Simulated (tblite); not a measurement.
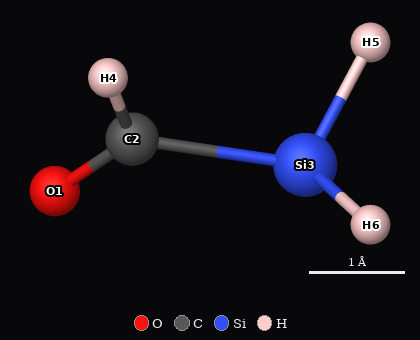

The structure as given in the input (ball-and-stick view, seen at a tilt; atoms are numbered from 1 in the order of the input). Bond lengths as drawn: C–H 1.10 Å, C–O 1.21 Å, C–Si 1.87 Å and H–Si 1.48 to 1.49 Å.

**CH₃OSi: geometry relaxation**

CH₃OSi, multiplicity 2, SMILES O=C[SiH2], computed with GFN2-xTB geometry optimisation, gas phase (tblite 0.8.0).

It belongs to a series of runs on one base structure; here: X = H replaced by CHO.

What the program printed:
```
step      E/eV     max force
  0    -254.36912    1.610
  1    -254.41887    0.929
  2    -254.44918    0.908
  3    -254.46246    0.352
  4    -254.46926    0.342
  5    -254.47360    0.216
  6    -254.47445    0.128
  7    -254.47534    0.124
  8    -254.47606    0.112
  9    -254.47648    0.084
 10    -254.47670    0.042
 11    -254.47691    0.069
 12    -254.47716    0.073
 13    -254.47751    0.092
 14    -254.47797    0.091
 15    -254.47850    0.090
 16    -254.47892    0.093
 17    -254.47919    0.048
 18    -254.47942    0.054
 19    -254.47984    0.095
 20    -254.48125    0.294
 21    -254.48399    0.728
 22    -254.48966    0.841
 23    -254.53538    1.237
 24    -254.56265    1.724
 25    -254.63109    1.277
 26    -254.74587    0.742
 27    -254.79531    2.123
 28    -254.84703    1.422
 29    -254.93993    0.554
 30    -254.95817    1.177
 31    -254.99120    0.551
 32    -255.00182    0.359
 33    -255.00843    0.471
 34    -255.01218    0.373
 35    -255.01680    0.203
 36    -255.01974    0.117
 37    -255.02095    0.054
 38    -255.02120    0.031
 39    -255.02125    0.012
 40    -255.02126    0.012
 41    -255.02128    0.013
 42    -255.02130    0.017
 43    -255.02134    0.018
 44    -255.02136    0.013
 45    -255.02137    0.014
 46    -255.02139    0.018
 47    -255.02141    0.020
 48    -255.02144    0.019
 49    -255.02146    0.011
 50    -255.02147    0.005
```

Trajectory as extended XYZ (Å, eV, eV/Å), 16 of the 51 frames kept, from step=0 to step=50:
```
6
Properties=species:S:1:pos:R:3:forces:R:3 step=0 energy=-254.36912
O    -1.7541   -0.4781   -0.7984   -0.5110   0.2550   0.7070
C    -0.9579   -0.0734    0.0183   -0.0240  -0.3850  -0.7650
Si    0.8643   -0.0862   -0.4161    1.5300   0.4210   0.2710
H    -1.2283    0.2937    1.0211   -0.5230   0.0080   0.0650
H     1.4372    1.2848   -0.3512   -0.2430  -0.3740  -0.0820
H     1.6420   -0.9388    0.5048   -0.2290   0.0760  -0.1960
6
Properties=species:S:1:pos:R:3:forces:R:3 step=3 energy=-254.46246
O    -1.7904   -0.4696   -0.7706   -0.2100   0.0360   0.1430
C    -0.9467   -0.0855   -0.0046    0.0620  -0.0030   0.0300
Si    0.9257   -0.0705   -0.4057   -0.0870  -0.0670  -0.0460
H    -1.2509    0.2902    1.0134    0.0340  -0.0900  -0.2710
H     1.4298    1.2788   -0.3551    0.0920   0.3390  -0.0170
H     1.6355   -0.9415    0.5011    0.1080  -0.2140   0.1620
6
Properties=species:S:1:pos:R:3:forces:R:3 step=7 energy=-254.47534
O    -1.8163   -0.4662   -0.7547    0.0520  -0.0020   0.0170
C    -0.9451   -0.0914   -0.0131   -0.0790  -0.0390  -0.0870
Si    0.9368   -0.0683   -0.4027   -0.0170   0.0160   0.0490
H    -1.2460    0.2852    0.9941    0.1030   0.0310   0.0230
H     1.4331    1.3023   -0.3575   -0.0260  -0.0070   0.0110
H     1.6406   -0.9596    0.5122   -0.0330   0.0020  -0.0130
6
Properties=species:S:1:pos:R:3:forces:R:3 step=10 energy=-254.47670
O    -1.8212   -0.4692   -0.7560    0.0120  -0.0030   0.0300
C    -0.9479   -0.0943   -0.0192    0.0420   0.0040   0.0020
Si    0.9359   -0.0654   -0.3965   -0.0100  -0.0100  -0.0240
H    -1.2311    0.2883    0.9931    0.0130   0.0050  -0.0340
H     1.4301    1.3055   -0.3561   -0.0250  -0.0060   0.0290
H     1.6373   -0.9630    0.5131   -0.0330   0.0100  -0.0030
6
Properties=species:S:1:pos:R:3:forces:R:3 step=13 energy=-254.47751
O    -1.8210   -0.4722   -0.7513   -0.0500  -0.0410  -0.0370
C    -0.9428   -0.0955   -0.0228    0.0140   0.0110   0.0420
Si    0.9345   -0.0656   -0.3986    0.0550   0.0000  -0.0740
H    -1.2191    0.2923    0.9871   -0.0100   0.0350   0.0200
H     1.4230    1.3060   -0.3489   -0.0080   0.0170   0.0310
H     1.6285   -0.9630    0.5129   -0.0020  -0.0230   0.0180
6
Properties=species:S:1:pos:R:3:forces:R:3 step=17 energy=-254.47919
O    -1.8247   -0.4856   -0.7402    0.0290  -0.0270   0.0270
C    -0.9342   -0.0995   -0.0299   -0.0370  -0.0090  -0.0260
Si    0.9423   -0.0673   -0.4179   -0.0210   0.0040   0.0240
H    -1.1944    0.3103    0.9763   -0.0170   0.0400  -0.0070
H     1.4059    1.3125   -0.3247    0.0270   0.0020   0.0210
H     1.6081   -0.9685    0.5148    0.0200  -0.0100  -0.0390
6
Properties=species:S:1:pos:R:3:forces:R:3 step=20 energy=-254.48125
O    -1.8224   -0.5104   -0.7344   -0.1420  -0.0670   0.0050
C    -0.9392   -0.1006   -0.0326    0.2350   0.0800   0.1570
Si    0.9410   -0.0659   -0.4257   -0.0550   0.0920   0.1120
H    -1.1918    0.3394    0.9714   -0.0480  -0.0210  -0.2030
H     1.4084    1.3161   -0.3010    0.0050  -0.0800   0.0150
H     1.6072   -0.9766    0.5007    0.0040  -0.0040  -0.0860
6
Properties=species:S:1:pos:R:3:forces:R:3 step=23 energy=-254.53538
O    -1.7966   -0.7341   -0.6598   -0.1700   0.1840   0.4090
C    -0.9969   -0.0856   -0.0241    0.7740   0.2940   0.5310
Si    0.8910   -0.0124   -0.3875    0.0130   0.2020   0.6330
H    -1.3013    0.5773    0.8843   -0.0550  -0.5450  -1.1090
H     1.5161    1.3101   -0.1355   -0.2220  -0.3230  -0.0350
H     1.6909   -1.0533    0.3010   -0.3400   0.1880  -0.4280
6
Properties=species:S:1:pos:R:3:forces:R:3 step=27 energy=-254.79531
O    -1.7603   -0.9494   -0.4643    1.2910   1.4820   0.8020
C    -0.9902   -0.0613   -0.0187   -1.2090  -0.6780  -0.0780
Si    0.8433    0.0584   -0.2229    0.3430  -0.5110   0.2990
H    -1.4018    0.7909    0.6237   -0.0020  -0.5890  -0.6970
H     1.5986    1.2695    0.0518   -0.1630   0.1510   0.0040
H     1.7135   -1.1060    0.0088   -0.2590   0.1440  -0.3310
6
Properties=species:S:1:pos:R:3:forces:R:3 step=30 energy=-254.95817
O    -1.6770   -1.0440   -0.2715    0.7070   0.8420   0.4210
C    -0.9914   -0.0569    0.0490   -0.7540   0.2240  -0.3180
Si    0.8544    0.0534   -0.0350    0.2350  -0.5190  -0.0290
H    -1.5189    0.9263    0.3227    0.3200  -0.8180  -0.1370
H     1.6450    1.2552    0.1998   -0.2370  -0.0040   0.0320
H     1.6911   -1.1319   -0.2866   -0.2710   0.2750   0.0300
6
Properties=species:S:1:pos:R:3:forces:R:3 step=33 energy=-255.00843
O    -1.6445   -1.0404   -0.2123    0.2900   0.3100   0.2050
C    -0.9736   -0.0361    0.0511   -0.2750  -0.0650  -0.3520
Si    0.8690    0.0299    0.0056    0.0480  -0.1300  -0.0160
H    -1.4922    0.9300    0.2343   -0.0160  -0.1020   0.1160
H     1.6007    1.2612    0.2432   -0.0740   0.0140   0.0280
H     1.6438   -1.1426   -0.3435    0.0260  -0.0270   0.0200
6
Properties=species:S:1:pos:R:3:forces:R:3 step=37 energy=-255.02095
O    -1.6378   -1.0253   -0.2106    0.0120  -0.0430  -0.0160
C    -0.9682   -0.0196    0.0170   -0.0360   0.0280   0.0290
Si    0.8769    0.0174   -0.0148   -0.0130   0.0410  -0.0050
H    -1.4891    0.9274    0.2654    0.0220   0.0310  -0.0010
H     1.5715    1.2661    0.2502   -0.0210  -0.0370  -0.0030
H     1.6497   -1.1640   -0.3288    0.0360  -0.0210  -0.0030
6
Properties=species:S:1:pos:R:3:forces:R:3 step=40 energy=-255.02126
O    -1.6352   -1.0268   -0.2140   -0.0060   0.0100   0.0040
C    -0.9705   -0.0184    0.0189    0.0020  -0.0030   0.0040
Si    0.8747    0.0181   -0.0184   -0.0030   0.0000  -0.0070
H    -1.4896    0.9293    0.2696    0.0010  -0.0040  -0.0050
H     1.5714    1.2628    0.2507   -0.0050  -0.0030   0.0040
H     1.6523   -1.1630   -0.3283    0.0110   0.0000   0.0000
6
Properties=species:S:1:pos:R:3:forces:R:3 step=43 energy=-255.02134
O    -1.6365   -1.0260   -0.2111   -0.0100  -0.0010   0.0060
C    -0.9700   -0.0185    0.0197    0.0100  -0.0080  -0.0120
Si    0.8752    0.0178   -0.0241   -0.0150  -0.0040   0.0030
H    -1.4878    0.9303    0.2672   -0.0010   0.0090   0.0030
H     1.5678    1.2622    0.2543    0.0050   0.0050   0.0030
H     1.6545   -1.1637   -0.3277    0.0110   0.0000  -0.0030
6
Properties=species:S:1:pos:R:3:forces:R:3 step=47 energy=-255.02141
O    -1.6412   -1.0255   -0.2064    0.0050   0.0040   0.0010
C    -0.9700   -0.0197    0.0180   -0.0180   0.0050   0.0020
Si    0.8748    0.0165   -0.0263    0.0150  -0.0130   0.0010
H    -1.4846    0.9324    0.2634    0.0050  -0.0050  -0.0030
H     1.5652    1.2619    0.2579   -0.0050  -0.0110  -0.0030
H     1.6590   -1.1636   -0.3281   -0.0020   0.0190   0.0020
6
Properties=species:S:1:pos:R:3:forces:R:3 step=50 energy=-255.02147
O    -1.6445   -1.0250   -0.2034   -0.0010  -0.0010  -0.0020
C    -0.9711   -0.0200    0.0176    0.0010   0.0020   0.0040
Si    0.8741    0.0142   -0.0256    0.0030  -0.0010   0.0010
H    -1.4830    0.9340    0.2603    0.0000   0.0010   0.0000
H     1.5637    1.2594    0.2595   -0.0030   0.0000  -0.0010
H     1.6640   -1.1606   -0.3299    0.0000   0.0000   0.0000
```

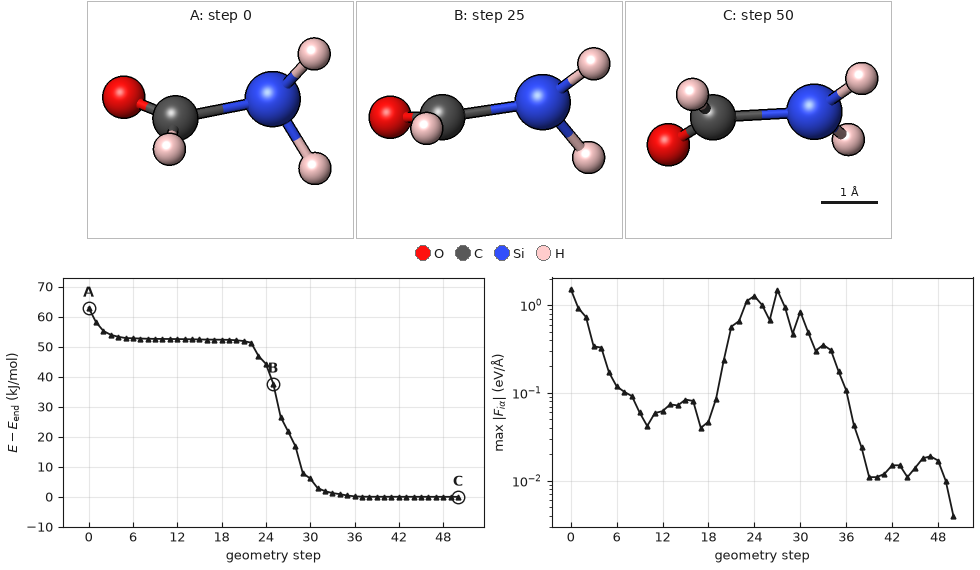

Frames of the relaxation (ball-and-stick view, seen at a tilt) above the curves, on which the letters mark them (steps are counted from 0).

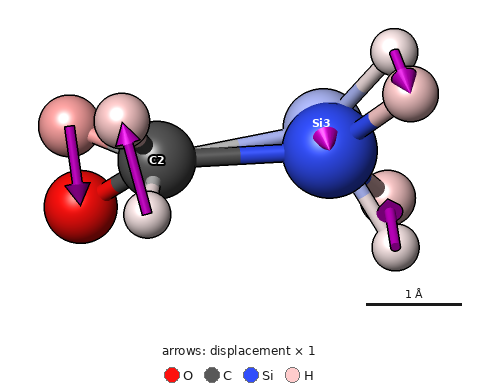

Start (faint) and end (solid) with the displacements as pink arrows, at true length (ball-and-stick view, seen at a tilt). The two geometries are laid on each other by the best rigid fit. H4 moves most after the best rigid fit: 1.02 Å. Largest moves by element: H 1.02 Å, O 0.86 Å, Si 0.40 Å, C 0.04 Å. Among the contacts that change: Si3–H5 1.487 → 1.452 Å, Si3–H6 1.476 → 1.448 Å, C2–Si3 1.873 → 1.846 Å, O1–C2 1.210 → 1.230 Å. Among the angles that change: H5–Si3–H6 107.6° → 118.6°, C2–Si3–H6 111.8° → 122.4°, C2–Si3–H5 111.0° → 119.1°. Over 50 geometry steps the energy falls by 62.9 kJ/mol. The largest force component goes from 1.5 to 0.004 eV/Å. (Atoms are counted from 1 in the order of the input.)

This output came from the following input.

The input:
```
{"job": {"kind": "relax", "xc": "GFN2-xTB", "basis": "xTB"}, "charge": 0, "multiplicity": 2}
O     -1.754100    -0.478100    -0.798400
C     -0.957900    -0.073400     0.018300
Si     0.864300    -0.086200    -0.416100
H     -1.228300     0.293700     1.021100
H      1.437200     1.284800    -0.351200
H      1.642000    -0.938800     0.504800
```

The first line tells a small driver script what to run in tblite; the rest is the geometry in Å.

Launch command:
```bash
OMP_NUM_THREADS=1 python <driver script> task.json out
```

Summary:

```json
{"quantity": "outcome", "value": "converged"}
{"quantity": "total energy", "value": "−255.0215 eV"}
{"quantity": "hardware", "value": "1 CPU thread, shared host"}
{"quantity": "peak memory", "value": "0.18 GiB"}
```
